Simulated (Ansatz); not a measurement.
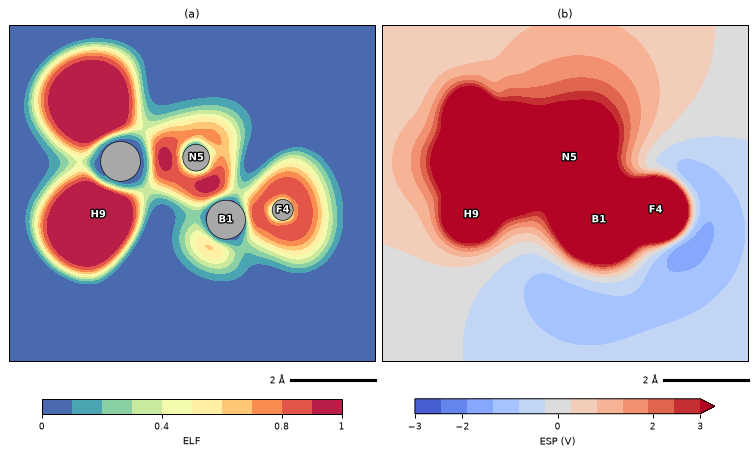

BClFH6NSi. (a) ELF; (b) molecular electrostatic potential on the plane of atoms F4, B1 and N5. Grey discs cover the atomic cores in the ELF map.

All numbers below come from Ansatz, RKS PBE-D4/def2-SVP.

The calculation's input:

```
crystal:
  periodic: [false, false, false]
  atoms:
    - { symbol: B, position_ang: [0.068688, 0.431427, -0.042578] }
    - { symbol: Cl, position_ang: [-0.476743, 0.963787, 1.621215] }
    - { symbol: H, position_ang: [1.24493, 0.42612, -0.327088] }
    - { symbol: F, position_ang: [-0.869364, 0.260775, -0.961902] }
    - { symbol: "N", position_ang: [-0.09874, -2.09181, 1.006416] }
    - { symbol: H, position_ang: [-0.451515, -2.863884, 0.43562] }
    - { symbol: Si, position_ang: [1.213844, -2.447099, 2.138773] }
    - { symbol: H, position_ang: [1.582675, -3.898358, 1.997148] }
    - { symbol: H, position_ang: [2.436014, -1.617789, 1.85535] }
    - { symbol: H, position_ang: [0.777074, -2.17161, 3.55087] }
    - { symbol: H, position_ang: [-0.897864, -1.57176, 1.425276] }
basis:
  gaussian: { orbitals: def2-SVP }
hamiltonian:
  xc: pbe
  dispersion: d4
relax:
  f_tol: 0.03
  max_steps: 50
output:
  orbitals: {}
```

Command:

```sh
ansatz run input.yaml --threads 4 --pin off --max-ram 5120MiB --backend cpu --events-out ev --progress --plain --runs-dir out
```

The fields are those of the run's last geometry, not of the input's.

Q: What does the map show?

A:
- The plane passes through B, F, N and H nuclei.
- B–F (1.38 Å): the ELF peaks at about 0.85 between the atoms (a polar covalent bond).
- B–N (1.65 Å): the ELF peaks at about 0.95 between the atoms; a polar covalent bond.
- The ELF also peaks beside F4, away from the bonds: lone-pair regions.
- Outside the dense part of the molecule the potential is most negative (−1.7 V) near F4.
